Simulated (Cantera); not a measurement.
Input: 1 mol Si2H6, 3.1 mol O2, 0.42 mol H2, at 0.0133 bar.

These are equilibrium values from Cantera (NASA tables, ideal gas, pure condensed phases), not measurements of a reactor. Candidate condensed phases: H2O, Si, SiO2; 18 gas species. The feed counts by its element totals alone. The tables hold silica as quartz up to 1696 K and as liquid above; real silica turns to tridymite and cristobalite and melts near 1996 K. Equilibrium is a limit: real reactors are often held back by kinetics, nucleation or transport.

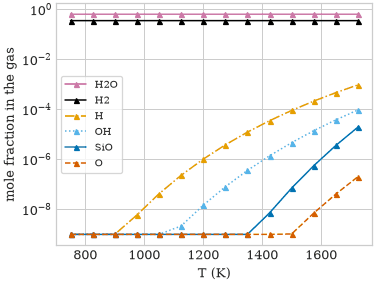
Figure. Equilibrium gas composition (values under 1e-9 drawn at 1e-9)

### Question
Read off the mole fractions at 1650 K.

### Answer
H2O about 0.64, H2 about 0.36, H about 0.00047, OH about 3.8e-5, SiO about 3.6e-6, O about 4.1e-8.
